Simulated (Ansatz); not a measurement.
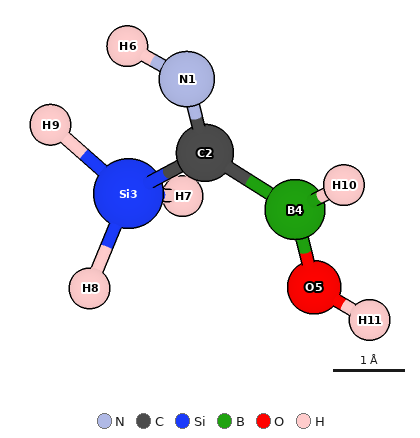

The input geometry of the first run (ball-and-stick view, seen at a tilt; atoms are numbered from 1 in the order of the input).

**What a change does: single-point calculation on CH$_{6}$BNOSi**

System: CH$_{6}$BNOSi, SMILES N=C([SiH3])BO.
Method of the first run: RKS SPW92 (LDA)/def2-TZVPP (Ansatz 0.2.0).

The geometry comes from this level: PBE0-D4/def2-TZVP. Text and figures count atoms from 1; the logs count them from 0 in places.

**Input, the first run**
```yaml
crystal:
  periodic: [false, false, false]
  atoms:
    - {symbol: N, position_ang: [-0.669096, 1.720219, 0.573664]}
    - {symbol: C, position_ang: [-0.226306, 0.601054, 0.132427]}
    - {symbol: Si, position_ang: [0.233224, -0.847347, 1.277561]}
    - {symbol: B, position_ang: [-0.076204, 0.474041, -1.431334]}
    - {symbol: O, position_ang: [0.388406, -0.707883, -1.896243]}
    - {symbol: H, position_ang: [-0.738763, 1.725279, 1.596722]}
    - {symbol: H, position_ang: [-0.594264, -2.046533, 0.983546]}
    - {symbol: H, position_ang: [1.667288, -1.210453, 1.133026]}
    - {symbol: H, position_ang: [-0.027192, -0.392276, 2.672416]}
    - {symbol: H, position_ang: [-0.358252, 1.375416, -2.169010]}
    - {symbol: H, position_ang: [0.466461, -0.748518, -2.852274]}
basis:
  gaussian: {orbitals: def2-TZVPP}
hamiltonian: {xc: lda}
output: {orbitals: {seedname: orbitals}}
```

Hardware: 4 threads of Oxide Virtual Turin-like, 27 GiB of memory available, shared host.

**Output (the first run)**
```
Functional definition: SPW92
  exchange = slater_x
  correlation = pw_c
1297 factors; their error is unknown
mean field evaluation 1: about -13140.0404 eV, gradient 7.6e1 eV
mean field evaluation 2: about -13103.5777 eV, gradient 1.5e2 eV
mean field evaluation 4: about -13150.2678 eV, gradient 2.5e1 eV
mean field evaluation 8: about -13151.6854 eV, gradient 1.1e-1 eV
mean field evaluation 16: about -13151.6564 eV, gradient 2.1e-4 eV
mean field -13151.65635511 eV, -483.3144565373 hartree, gradient 4.3e-5 eV, S^2 0.000000; 0 other end points of the search recorded, 0 dependent functions left out
reference -13151.65639817 eV, -483.3144581200 hartree; 23, 23 occupied and 227, 227 virtual orbitals, 1297 factors
Total energy: -13151.65639817 eV, -483.3144581200 hartree
```

The input of the second run differs as follows (lines with − go, lines with + come):
```diff
-hamiltonian: {xc: lda}
+correlation: {method: ccsd_t}
```

What does this change do to the results?

The total energies belong to different methods, so their difference says nothing on which is more stable or more accurate. The HOMO goes from −5.65 to −10.33 eV. The LUMO goes from −3.12 to 2.09 eV.

**Output (the second run)**
```
Functional definition: HF
  exchange = exact_x
  correlation = 0
1493 factors; integrals over basis functions are off by at most 1.2e-3 eV
mean field evaluation 1: about -13176.7456 eV, gradient 4.1e1 eV
mean field evaluation 2: about -13176.9900 eV, gradient 4.2e1 eV
mean field evaluation 4: about -13181.1609 eV, gradient 4.4e0 eV
mean field evaluation 8: about -13181.2479 eV, gradient 3.8e-1 eV
mean field evaluation 16: about -13181.2494 eV, gradient 2.8e-6 eV
mean field -13181.24938470 eV, -484.4019803159 hartree, gradient 2.8e-6 eV, S^2 0.000000; 0 other end points of the search recorded, 0 dependent functions left out; unrestricted orbitals would lower it
9 core orbitals not correlated: weight in the atoms' cores, before any rotation towards them, 1.000 or more for the frozen orbitals, at most 0.000 for the correlated occupied ones
reference -13181.24938470 eV, -484.4019803159 hartree; 14, 14 occupied and 227, 227 virtual orbitals, 1493 factors
second order -22.33263674 eV of doubles, -0.00000000 eV of singles
cycle   1  -22.71139769 eV  change   -3.8e-1 eV  update   1.1e-1
cycle   2  -23.34557487 eV  change   -6.3e-1 eV  update   3.5e-2
cycle   3  -23.49057047 eV  change   -1.4e-1 eV  update   1.9e-2
cycle   4  -23.47619124 eV  change    1.4e-2 eV  update   4.9e-3
cycle   5  -23.47550219 eV  change    6.9e-4 eV  update   2.6e-3
cycle   6  -23.47673424 eV  change   -1.2e-3 eV  update   7.4e-4
cycle   7  -23.47637007 eV  change    3.6e-4 eV  update   3.3e-4
cycle   8  -23.47629922 eV  change    7.1e-5 eV  update   1.1e-4
cycle   9  -23.47632958 eV  change   -3.0e-5 eV  update   3.8e-5
cycle  10  -23.47632123 eV  change    8.4e-6 eV  update   1.2e-5
perturbative correction -0.98207828 eV, -0.0360907113 hartree
Total energy: -13205.70778421 eV, -485.3008099194 hartree
```

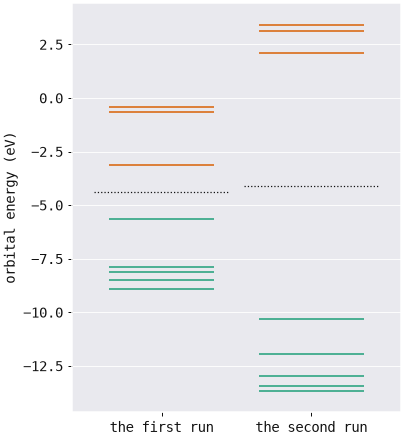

The five highest filled and three lowest empty orbital energies of the two runs; the dotted lines part filled from empty levels. The HOMO–LUMO gap is 2.52 eV in the first run and 12.42 eV in the second run.

**The two runs side by side**

| quantity | the first run | the second run |
| --- | --- | --- |
| outcome | converged | converged |
| total energy (hartree) | −483.314458 | −485.300810 |
| HOMO (eV) | −5.65 | −10.33 |
| LUMO (eV) | −3.12 | 2.09 |
| basis functions | 250 | 250 |
| wall time (shared host) | 1.7 s | 97 s |
